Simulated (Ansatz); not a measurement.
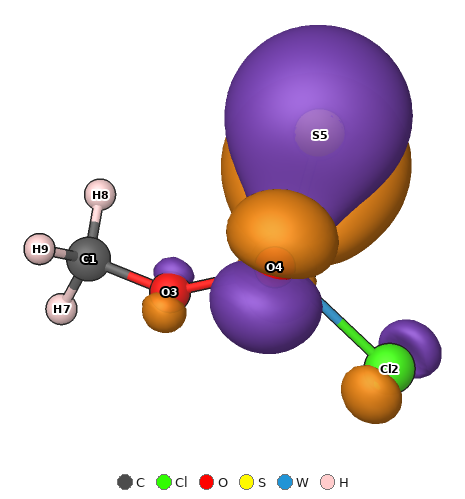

CH$_{3}$ClO$_{2}$SW (SMILES C[O][W](=[O])(=[S])[Cl]). One frontier orbital at ±0.08 Å⁻³ᐟ² (orange and purple are the two phases), seen at a tilt.

Geometry: PBE0-D4/def2-SVP; core potentials replace the inner electrons of W.

All numbers below come from Ansatz 0.2.0, isolated molecule in a Gaussian basis; Kohn-Sham density functional theory, functional PBE0.

```xyz
9

C     0.9142   -0.2464   -0.0076
Cl   -3.1694   -2.2015   -1.5161
O    -0.4266   -0.6158   -0.1767
O    -2.7028   -1.0877    1.5247
S    -0.9370   -3.5715    0.9811
W    -1.8017   -1.7610    0.2552
H     1.2644    0.2386   -0.9310
H     1.5323   -1.1361    0.1950
H     1.0043    0.4638    0.8289
```

Which orbital is it: HOMO or LUMO?

Answer. The HOMO, at −7.90 eV. By Hirshfeld shares it lies mainly on S5 (about 70 %), O4 (about 15 %) and W6 (about 10 %); largely a lone pair of S5.
